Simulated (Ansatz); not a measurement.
# AlH5O3Si: what the fields show

Input file:

```
basis:
  gaussian: {orbitals: def2-TZVPD}
crystal:
  periodic: [false, false, false]
  atoms:
    - symbol: Al
      position_ang: [1.678716, 0.143958, -0.027706]
    - symbol: O
      position_ang: [1.744379, 0.721098, -1.618687]
    - symbol: O
      position_ang: [2.888029, 0.585335, 1.069849]
    - symbol: O
      position_ang: [0.430311, -0.867294, 0.493681]
    - symbol: Si
      position_ang: [-0.537769, -1.825084, 1.416269]
    - symbol: H
      position_ang: [1.101919, 0.518760, -2.299737]
    - symbol: H
      position_ang: [3.623808, 1.154415, 0.839757]
    - symbol: H
      position_ang: [-1.141740, -1.043033, 2.538395]
    - symbol: H
      position_ang: [-1.643575, -2.379221, 0.576959]
    - symbol: H
      position_ang: [0.237225, -2.966850, 1.991928]
hamiltonian: {xc: {name: PBE0}}
output: {forces: true, orbitals: {seedname: orbitals}}
```

Run with:

```sh
ansatz run input.yaml --threads 2 --pin off --max-ram 5220MiB --events-out events.jsonl --progress --plain --runs-dir runs
```

Geometry: PBE0-D4/def2-SVP.

Theory: Ansatz 0.2.0, isolated molecule in a Gaussian basis; Kohn-Sham density functional theory, functional PBE0.

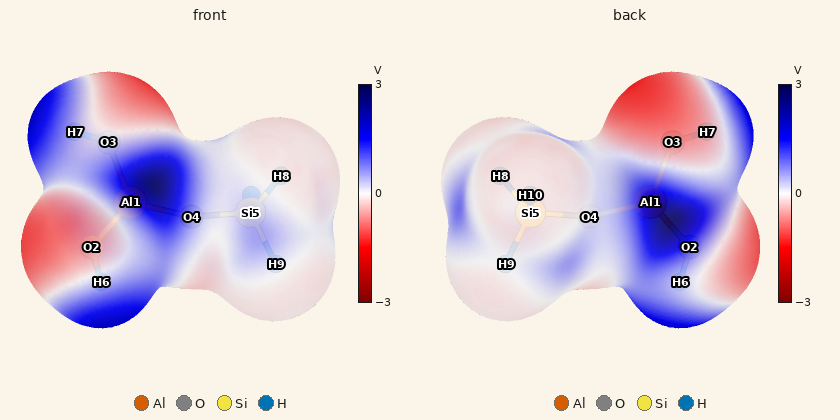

Figure 1. The electrostatic potential painted on the density surface at 0.001 e/bohr³, seen from the front and from behind; red is negative and blue positive.

Describe the electrostatic potential map.

The most negative region (about −1.2 V, or −28 kcal/mol for a unit charge) lies over O3, the most positive (about +2.6 V, or +60 kcal/mol for a unit charge) over Al1. O3 is the likeliest acceptor of a hydrogen bond.

How polar is the molecule by this calculation?

Its dipole moment is 1.20 D.

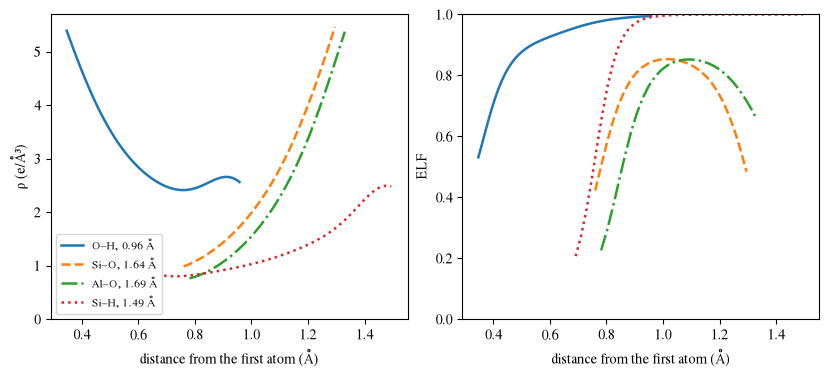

Figure 2. Electron density and electron localisation function along straight lines between neighbouring atoms. The curves leave out the atomic cores.

What can be read from the curves?

O–H (0.96 Å): ρ is about 3.7 e/Å³ halfway; the ELF climbs to about 1 towards the hydrogen, as it does in any bond to H (a covalent bond by its length).
Si–O (1.64 Å): ρ at the midpoint is about 1.1 e/Å³; the ELF peaks at about 0.85 between the atoms (a shared but strongly polarised pair).
Al–O (1.69 Å): the density is about 0.89 e/Å³ at the midpoint; the ELF peaks at about 0.85 in the valence shell of O, 0.6 Å from its nucleus, and is about 0.45 at the midpoint.
Si–H (1.49 Å): ρ is about 0.8 e/Å³ halfway; the ELF climbs to about 1 towards the hydrogen.

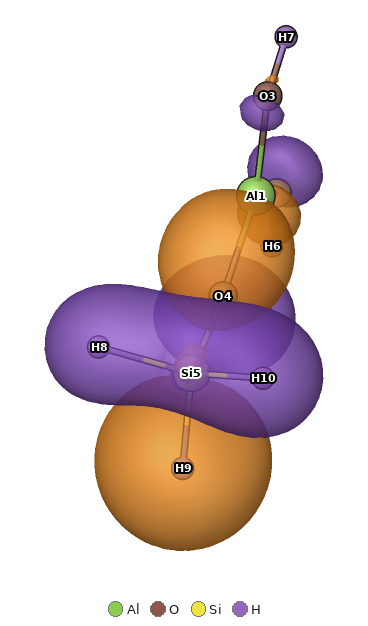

Figure 3. One frontier orbital at ±0.08 Å⁻³ᐟ² (orange and purple are the two phases), seen at an oblique angle.

Which orbital is it: HOMO or LUMO?

The HOMO, at −8.75 eV. By Hirshfeld shares it lies mainly on O4 (about 35 %), Si5 (about 25 %), H9 (about 20 %) and H10 (about 10 %).
